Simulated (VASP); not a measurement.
# SnAu (Yuanjiangite): convergence with the SCF threshold and k-mesh

Aim: find how far the SCF threshold and k-mesh must be pushed for SnAu (Yuanjiangite), and what that costs. The atoms are off their equilibrium sites, so that forces can be compared too. The series runs use r2SCAN. The SCF threshold tried: EDIFF = 0.01; EDIFF = 0.001; EDIFF = 1E-04; EDIFF = 1E-05; EDIFF = 1E-06; EDIFF = 1E-08. The k-mesh tried: 2 2 1; 3 3 2; 4 4 3; 5 5 4; 7 7 5; 9 9 6; 11 11 8. The atoms of the start are displaced at random from the sites of a P6_3/mmc cell.

Program: VASP 6.6.1. Level of theory: r2SCAN; plane waves and PAW (Sn_d, Au). Results are calculated unless marked as measured.

The database entry behind the starting cell differs from later determinations by our own check (0.1 to 0.3 % short, probably kX units), so it need not match the best structure at ambient conditions.

## (1) Set-up

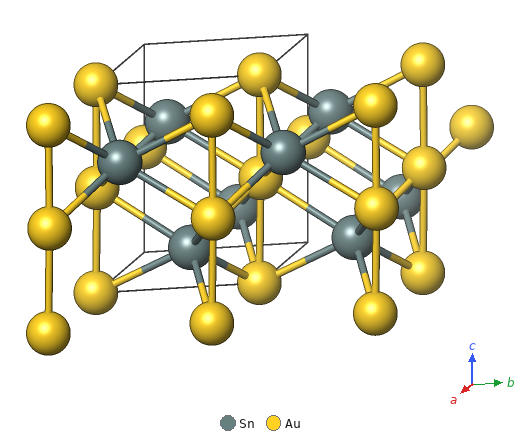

The starting structure, seen slightly off an axis (tin teal, gold yellow). 2×2×1 cells are drawn. Some periodic images of atoms are drawn too.

Structure file:

```cif
data_structure
_symmetry_space_group_name_H-M 'P1'
_symmetry_Int_Tables_number 1
_cell_length_a 4.3140
_cell_length_b 4.3140
_cell_length_c 5.5120
_cell_angle_alpha 90.000
_cell_angle_beta 90.000
_cell_angle_gamma 120.000
_cell_volume 88.84
loop_
_atom_site_label
_atom_site_type_symbol
_atom_site_symmetry_multiplicity
_atom_site_Wyckoff_symbol
_atom_site_fract_x
_atom_site_fract_y
_atom_site_fract_z
_atom_site_occupancy
Sn1 Sn 1 a 0.66193 0.33279 0.25192 1
Sn2 Sn 1 a 0.33704 0.67300 0.74303 1
Au1 Au 1 a 0.99637 0.98641 0.99895 1
Au2 Au 1 a 0.99785 0.99937 0.50574 1
```

## (2) SCF threshold: EDIFF = 0.01

EDIFF stops the electronic loop; forces need it tighter than energies do. r2SCAN adds the kinetic-energy density, costs more than a GGA and is run with LASPH.

Contents of INCAR:

```
SYSTEM = SnAu
PREC = Accurate
ENCUT = 400
EDIFF = 0.01
NELM = 100
ISMEAR = -1
SIGMA = 0.05
LREAL = .FALSE.
ALGO = Normal
METAGGA = R2SCAN
LASPH = .TRUE.
NBANDS = 31
LORBIT = 11
LWAVE = .FALSE.
LCHARG = .FALSE.
KPAR = 4
ISIF = 2
```

Contents of POSCAR:

```
SnAu
1.0
    4.3140000000      0.0000000000      0.0000000000
   -2.1570000000      3.7360335919      0.0000000000
    0.0000000000      0.0000000000      5.5120000000
Sn Au
2 2
Direct
    0.3327910000      0.6708580000      0.2519230000
    0.6730000000      0.3359600000      0.7430250000
   -0.0135900000     -0.0099550000     -0.0010490000
   -0.0006310000      0.0015240000      0.5057420000
```

Contents of KPOINTS:

```
Automatic mesh
0
Gamma
5 5 4
0 0 0
```

PAW data sets: Sn_d and Au (PBE family, release 64).

The run is started by

```console
mpirun -np 4 vasp_std
```

The log of the run:

```text
[banner, memory and clock lines left out]
running    4 mpi-ranks, on    1 nodes
 distrk:  each k-point on    1 cores,    4 groups
 distr:  one band on    1 cores,    1 groups

 POSCAR found type information on POSCAR SnAu
 POSCAR found :  2 types and       4 ions
|                                                                             |
|               ----> ADVICE to this user running VASP <----                  |
|                                                                             |
|     You enforced a specific xc type in the INCAR file but a different       |
|     [... a line on the potential file left out ...]
|     I HOPE YOU KNOW WHAT YOU ARE DOING!                                     |
|                                                                             |

 LDA part: xc-table for (None), standard interpolation
 POSCAR, INCAR and KPOINTS ok, starting setup
 FFT: planning ... GRIDC
 FFT: planning ... GRID_SOFT
 FFT: planning ... GRID
 WAVECAR not read
 entering main loop
       N       E                     dE             d eps       ncg     rms          rms(c)
DAV:   1     0.327586787958E+03    0.32759E+03   -0.21595E+04  3318   0.203E+03
DAV:   2    -0.108070780669E+03   -0.43566E+03   -0.41691E+03  3276   0.554E+02
DAV:   3    -0.162162812910E+03   -0.54092E+02   -0.52632E+02  3604   0.167E+02
DAV:   4    -0.164096504332E+03   -0.19337E+01   -0.19272E+01  3575   0.345E+01
DAV:   5    -0.164163340101E+03   -0.66836E-01   -0.66828E-01  4597   0.641E+00    0.124E+01
DAV:   6    -0.151239692636E+03    0.12924E+02   -0.12642E+01  3449   0.299E+01    0.998E+00
DAV:   7    -0.151147511307E+03    0.92181E-01   -0.54798E-01  2901   0.524E+00    0.561E+00
DAV:   8    -0.151157336842E+03   -0.98255E-02   -0.21147E-01  3300   0.307E+00    0.851E-01
DAV:   9    -0.151145357514E+03    0.11979E-01   -0.45724E-02  3160   0.191E+00    0.146E-01
DAV:  10    -0.151146061431E+03   -0.70392E-03   -0.46308E-03  2001   0.467E-01
   1 F= -.15114606E+03 E0= -.15114193E+03  d E =-.825889E-02
```

It took 26 s on 4 MPI ranks of Intel Xeon 6975P-C (Granite Rapids), shared host; peak memory 0.86 GiB.

Lines that name or quote the potential files are left out of all logs, and their timing lines are given in words.

From OUTCAR (step 2):

```text
ion  position               nearest neighbor table
   1  0.333  0.671  0.252-   3 2.81   4 2.85   3 2.85   4 2.86   4 2.87   3 2.90   2 3.66   2 3.67
                             2 3.70   2 3.73   2 3.75
   2  0.673  0.336  0.743-   4 2.79   4 2.81   3 2.82   4 2.84   3 2.84   3 2.93   1 3.66   1 3.67
                             1 3.70   1 3.73   1 3.75
   3  0.986  0.990  0.999-   4 2.72   4 2.79   1 2.81   2 2.82   2 2.84   1 2.85   1 2.90   2 2.93

  LATTYP: Found a hexagonal cell.
 ALAT       =     4.3140000000
 C/A-ratio  =     1.2777005100

 Subroutine GETGRP returns: Found  1 space group operations
 (whereof  1 operations were pure point group operations)

The static configuration has the point symmetry C_1 .

 Found     51 irreducible k-points:

   k-points           NKPTS =     51   k-points in BZ     NKDIM =     51   number of bands    NBANDS=     31

   dimension x,y,z NGX =    28 NGY =   28 NGZ =   36
   dimension x,y,z NGXF=    56 NGYF=   56 NGZF=   72

   ENCUT  =  400.0 eV  29.40 Ry    5.42 a.u.   7.04  7.04  8.99*2*pi/ulx,y,z

   NELECT =      50.0000    total number of electrons

 k-points in reciprocal lattice and weights: Automatic mesh
   0.00000000  0.00000000  0.00000000       0.010
   0.20000000  0.00000000  0.00000000       0.020
   0.00000000  0.20000000  0.00000000       0.020
  -0.20000000  0.20000000  0.00000000       0.020
   0.40000000  0.00000000  0.00000000       0.020
   0.00000000  0.40000000  0.00000000       0.020
  -0.40000000  0.40000000  0.00000000       0.020
   0.20000000  0.20000000  0.00000000       0.020
  -0.20000000  0.40000000  0.00000000       0.020
[...]
-0.20000000 -0.40000000  0.50000000       0.020
   0.40000000  0.40000000  0.50000000       0.020

 average (electrostatic) potential at core
       1-104.0824       2-104.0987       3 -71.1904       4 -71.2889

 E-fermi :   8.7797

 k-point     1 :       0.0000    0.0000    0.0000
  band No.  band energies     occupation
    ...
     19       3.5739      2.00000
     20       3.5751      2.00000
     21       4.5821      2.00000
     22       4.5936      2.00000
     23       7.6861      2.00000
     24       9.4770      0.00000
     25       9.6162      0.00000
     26      11.8281      0.00000
     27      12.0542      0.00000
     28      12.1648      0.00000
    ...

 k-point     2 :       0.2000    0.0000    0.0000
  band No.  band energies     occupation
    ...
     21       4.5626      2.00000
     22       4.5871      2.00000
     23       6.6222      2.00000
     24       7.5711      2.00000
     25       8.2984      1.99987
     26      10.1197      0.00000
     27      12.1898      0.00000
     28      12.9901      0.00000
     29      13.4124      0.00000
     30      13.9784      0.00000
    ...

 k-point     3 :       0.0000    0.2000    0.0000
  band No.  band energies     occupation
    ...
     21       4.5591      2.00000
     22       4.5903      2.00000
     23       6.5949      2.00000
     24       7.5653      2.00000
     25       8.3192      1.99980
     26      10.1314      0.00000
     27      12.2065      0.00000
     28      12.9566      0.00000
     29      13.4337      0.00000
     30      13.9828      0.00000
    ...

  Total        1.8591769      1.7947502      2.5316192     -0.1788246     -0.0159863     -0.0775725
  in kB       33.5298157     32.3678965     45.6571545     -3.2250596     -0.2883096     -1.3990013
  external PRESSURE =      37.1849556 kB  Pullay stress =       0.0000000 kB

  energy-cutoff  :      400.00
  volume of cell :       88.84
      direct lattice vectors                 reciprocal lattice vectors
     4.314000000  0.000000000  0.000000000     0.231803431  0.133831773  0.000000000
    -2.157000000  3.736033592  0.000000000     0.000000000  0.267663546  0.000000000
     0.000000000  0.000000000  5.512000000     0.000000000  0.000000000  0.181422351

 POSITION                                       TOTAL-FORCE (eV/Angst)
 -----------------------------------------------------------------------------------
     -0.01138      2.50635      1.38860        -0.050616     -0.157323     -0.095148
      2.17866      1.25516      4.09555        -0.227755     -0.120310      0.219693
      2.11985      3.69884      5.50622         0.158739      0.179771      0.358226
      4.30799      0.00569      2.78765         0.119632      0.097862     -0.482771
 -----------------------------------------------------------------------------------
    total drift:                                0.001590      0.002574     -0.003665

  FREE ENERGIE OF THE ION-ELECTRON SYSTEM (eV)
  ---------------------------------------------------
  free  energy   TOTEN  =      -151.1460614312 eV

  energy  without entropy=     -151.1378025416  energy(sigma->0) =     -151.14193199

 total charge
# of ion       s       p       d       tot
------------------------------------------
    1        1.174   1.044  10.007  12.224
    2        1.171   1.057  10.012  12.239
    3        0.653   0.439   8.695   9.787
    4        0.658   0.459   8.691   9.808
--------------------------------------------------
tot          3.655   2.999  37.404  44.058

[... 3 further parts left out ...]
```

The k-mesh is coarse for a metal. The PAW data sets were made with PBE, which is usual practice but a small mismatch for other functionals.

This step gave:

| Property | Result |
| --- | --- |
| electronic steps | 10 |
| electrons | 50 |
| bands | 31 |
| irreducible k points | 51 |
| symmetry operations | 1 |
| free energy (TOTEN) | -151.1461 eV |
| energy at zero smearing | -151.1419 eV |
| Fermi energy | 8.780 eV |
| pressure | 3.718 GPa |
| metallic | yes |

The series starts at -37.7855 eV an atom and 3.72 GPa, after 10 cycles in 26 s.

## (3) SCF threshold: EDIFF = 0.001

INCAR: that of step 2 with these lines changed.

```diff
@@ -3,3 +3,3 @@
 ENCUT = 400
-EDIFF = 0.01
+EDIFF = 0.001
 NELM = 100
```

POSCAR is that of step 2.

KPOINTS is that of step 2.

The run is started by

```console
mpirun -np 4 vasp_std
```

The log of the run:

```text
[banner, memory and clock lines left out]
running    4 mpi-ranks, on    1 nodes
[...]
[... a notice as in an earlier step ...]

 LDA part: xc-table for (None), standard interpolation
 POSCAR, INCAR and KPOINTS ok, starting setup
[...]
entering main loop
       N       E                     dE             d eps       ncg     rms          rms(c)
[... 6 cycles as in an earlier step ...]
DAV:   7    -0.151147599850E+03    0.92093E-01   -0.54886E-01  3397   0.524E+00    0.561E+00
DAV:   8    -0.151157629290E+03   -0.10029E-01   -0.21382E-01  3722   0.314E+00    0.850E-01
DAV:   9    -0.151145430263E+03    0.12199E-01   -0.44367E-02  3216   0.174E+00    0.147E-01
DAV:  10    -0.151146161387E+03   -0.73112E-03   -0.50804E-03  3168   0.408E-01
   1 F= -.15114616E+03 E0= -.15114203E+03  d E =-.825703E-02
```

Run time: 27 s. Hardware: 4 MPI ranks; peak memory 0.86 GiB.

From OUTCAR (step 3):

```text
  Total        1.7898500      1.7242448      2.4468589     -0.1799539     -0.0163697     -0.0775375
  in kB       32.2795219     31.0963483     44.1285217     -3.2454269     -0.2952239     -1.3983711
  external PRESSURE =      35.8347973 kB  Pullay stress =       0.0000000 kB

 POSITION                                       TOTAL-FORCE (eV/Angst)
 -----------------------------------------------------------------------------------
     -0.01138      2.50635      1.38860        -0.050538     -0.156979     -0.094671
      2.17866      1.25516      4.09555        -0.227395     -0.120154      0.219875
      2.11985      3.69884      5.50622         0.158166      0.178985      0.356572
      4.30799      0.00569      2.78765         0.119767      0.098149     -0.481775
 -----------------------------------------------------------------------------------
    total drift:                                0.000260      0.001355     -0.000965

  FREE ENERGIE OF THE ION-ELECTRON SYSTEM (eV)
  ---------------------------------------------------
  free  energy   TOTEN  =      -151.1461613865 eV

  energy  without entropy=     -151.1379043546  energy(sigma->0) =     -151.14203287

[... 2 parts as in an earlier step ...]

[... 1 further part left out ...]
[key lines of the parts left out:]
E-fermi :   8.7795
```

Against the run before the energy moves by -0.03 meV an atom and the pressure by -0.14 GPa, after 10 cycles in 27 s.

## (4) SCF threshold: EDIFF = 1E-04

INCAR: that of step 3 with these lines changed.

```diff
@@ -3,3 +3,3 @@
 ENCUT = 400
-EDIFF = 0.001
+EDIFF = 1E-04
 NELM = 100
```

POSCAR is that of step 3.

KPOINTS is that of step 3.

The run is started by

```console
mpirun -np 4 vasp_std
```

The log of the run:

```text
[... set-up lines as in an earlier step ...]
 entering main loop
       N       E                     dE             d eps       ncg     rms          rms(c)
[... 6 cycles as in an earlier step ...]
DAV:   7    -0.151147601119E+03    0.92092E-01   -0.54888E-01  3437   0.524E+00    0.561E+00
DAV:   8    -0.151157626368E+03   -0.10025E-01   -0.21373E-01  3722   0.314E+00    0.850E-01
DAV:   9    -0.151145440003E+03    0.12186E-01   -0.44458E-02  3624   0.174E+00    0.147E-01
DAV:  10    -0.151146176043E+03   -0.73604E-03   -0.50860E-03  3168   0.400E-01    0.898E-02
DAV:  11    -0.151146293973E+03   -0.11793E-03   -0.34653E-04  3264   0.172E-01    0.389E-02
DAV:  12    -0.151146289819E+03    0.41542E-05   -0.31060E-05  2183   0.470E-02
   1 F= -.15114629E+03 E0= -.15114216E+03  d E =-.826464E-02
```

The job ended after 31 s (4 MPI ranks; peak memory 0.86 GiB; 2 min of CPU time).

OUTCAR, selected parts (step 4):

```text
  Total        1.9121861      1.8471831      2.5935756     -0.1812407     -0.0157922     -0.0766622
  in kB       34.4858256     33.3135117     46.7745237     -3.2686336     -0.2848080     -1.3825843
  external PRESSURE =      38.1912870 kB  Pullay stress =       0.0000000 kB

 POSITION                                       TOTAL-FORCE (eV/Angst)
 -----------------------------------------------------------------------------------
     -0.01138      2.50635      1.38860        -0.050883     -0.158055     -0.093449
      2.17866      1.25516      4.09555        -0.228982     -0.121236      0.221481
      2.11985      3.69884      5.50622         0.160338      0.181767      0.355812
      4.30799      0.00569      2.78765         0.119527      0.097524     -0.483844
 -----------------------------------------------------------------------------------
    total drift:                                0.001752      0.003260     -0.001121

  FREE ENERGIE OF THE ION-ELECTRON SYSTEM (eV)
  ---------------------------------------------------
  free  energy   TOTEN  =      -151.1462898192 eV

  energy  without entropy=     -151.1380251808  energy(sigma->0) =     -151.14215750

[... 2 parts as in an earlier step ...]

[... 1 further part left out ...]
[key lines of the parts left out:]
E-fermi :   8.7796
```

Against the run before the energy moves by -0.03 meV an atom and the pressure by +0.24 GPa, after 12 cycles in 31 s.

## (5) SCF threshold: EDIFF = 1E-05

INCAR: that of step 4 with these lines changed.

```diff
@@ -3,3 +3,3 @@
 ENCUT = 400
-EDIFF = 1E-04
+EDIFF = 1E-05
 NELM = 100
```

POSCAR is that of step 4.

KPOINTS is that of step 4.

The run is started by

```console
mpirun -np 4 vasp_std
```

The log of the run:

```text
[... set-up lines as in an earlier step ...]
 entering main loop
       N       E                     dE             d eps       ncg     rms          rms(c)
[... 9 cycles as in an earlier step ...]
DAV:  10    -0.151146178083E+03   -0.73808E-03   -0.51064E-03  3984   0.400E-01    0.897E-02
DAV:  11    -0.151146298359E+03   -0.12028E-03   -0.30497E-04  3968   0.149E-01    0.396E-02
DAV:  12    -0.151146288763E+03    0.95956E-05   -0.17573E-05  2726   0.350E-02
   1 F= -.15114629E+03 E0= -.15114216E+03  d E =-.826502E-02
```

Wall time 30 s (4 MPI ranks); peak memory 0.86 GiB; 2 min of CPU time.

OUTCAR, selected parts (step 5):

```text
  Total        1.9191466      1.8541687      2.6002053     -0.1811285     -0.0157482     -0.0766021
  in kB       34.6113560     33.4394942     46.8940889     -3.2666094     -0.2840158     -1.3815016
  external PRESSURE =      38.3149797 kB  Pullay stress =       0.0000000 kB

 POSITION                                       TOTAL-FORCE (eV/Angst)
 -----------------------------------------------------------------------------------
     -0.01138      2.50635      1.38860        -0.050774     -0.157986     -0.093477
      2.17866      1.25516      4.09555        -0.228932     -0.121128      0.221549
      2.11985      3.69884      5.50622         0.160283      0.181709      0.355856
      4.30799      0.00569      2.78765         0.119423      0.097404     -0.483929
 -----------------------------------------------------------------------------------
    total drift:                                0.002154      0.003720     -0.001211

  FREE ENERGIE OF THE ION-ELECTRON SYSTEM (eV)
  ---------------------------------------------------
  free  energy   TOTEN  =      -151.1462887630 eV

  energy  without entropy=     -151.1380237409  energy(sigma->0) =     -151.14215625

[... 2 parts as in an earlier step ...]

[... 1 further part left out ...]
[key lines of the parts left out:]
E-fermi :   8.7797
```

Against the run before the energy stays within 0.01 meV an atom; the pressure moves by +0.01 GPa, after 12 cycles in 30 s.

## (6) SCF threshold: EDIFF = 1E-06

INCAR: that of step 5 with these lines changed.

```diff
@@ -3,3 +3,3 @@
 ENCUT = 400
-EDIFF = 1E-05
+EDIFF = 1E-06
 NELM = 100
```

POSCAR is that of step 5.

KPOINTS is that of step 5.

The run is started by

```console
mpirun -np 4 vasp_std
```

The log of the run:

```text
[... set-up lines as in an earlier step ...]
 entering main loop
       N       E                     dE             d eps       ncg     rms          rms(c)
[... 11 cycles as in an earlier step ...]
DAV:  12    -0.151146288948E+03    0.94103E-05   -0.19432E-05  3916   0.350E-02    0.118E-02
DAV:  13    -0.151146285598E+03    0.33498E-05   -0.10512E-05  3244   0.241E-02    0.239E-03
DAV:  14    -0.151146285168E+03    0.43083E-06   -0.52607E-07  2225   0.516E-03
   1 F= -.15114629E+03 E0= -.15114215E+03  d E =-.826769E-02
```

The job ended after 35 s (4 MPI ranks; peak memory 0.86 GiB; 2.2 min of CPU time).

From OUTCAR (step 6):

```text
  Total        1.8531458      1.7882200      2.5502709     -0.1814341     -0.0157998     -0.0767901
  in kB       33.4210468     32.2501258     45.9935327     -3.2721207     -0.2849449     -1.3848922
  external PRESSURE =      37.2215685 kB  Pullay stress =       0.0000000 kB

 POSITION                                       TOTAL-FORCE (eV/Angst)
 -----------------------------------------------------------------------------------
     -0.01138      2.50635      1.38860        -0.050515     -0.157585     -0.093718
      2.17866      1.25516      4.09555        -0.228467     -0.120773      0.221132
      2.11985      3.69884      5.50622         0.159573      0.180849      0.355834
      4.30799      0.00569      2.78765         0.119409      0.097510     -0.483249
 -----------------------------------------------------------------------------------
    total drift:                                0.001814      0.003339     -0.001375

  FREE ENERGIE OF THE ION-ELECTRON SYSTEM (eV)
  ---------------------------------------------------
  free  energy   TOTEN  =      -151.1462851677 eV

  energy  without entropy=     -151.1380174744  energy(sigma->0) =     -151.14215132

[... 2 parts as in an earlier step ...]

[... 1 further part left out ...]
[key lines of the parts left out:]
E-fermi :   8.7803
```

Against the run before the energy stays within 0.01 meV an atom; the pressure moves by -0.11 GPa, after 14 cycles in 35 s.

(Continued in part 2 of 3.)

[Lines on the potential files, build, host, timing and source positions are cut from VASP's logs without a mark.]

[Logs are printed without paths, hosts, clocks, repeated set-up lines and the standing remarks that a program may print on its own settings, such as how far it seeks lower states.]

[Hosts, paths, dates, database ids (printed as entryN), source tags and the programs' standing remarks are cut or masked in the printed files.]

[A measured line is paired with the nearest computed mode of its activity, which favours agreement.]

[In band tables of VASP the shares of atoms and orbitals are scaled to a sum of 1 inside the atoms' spheres.]
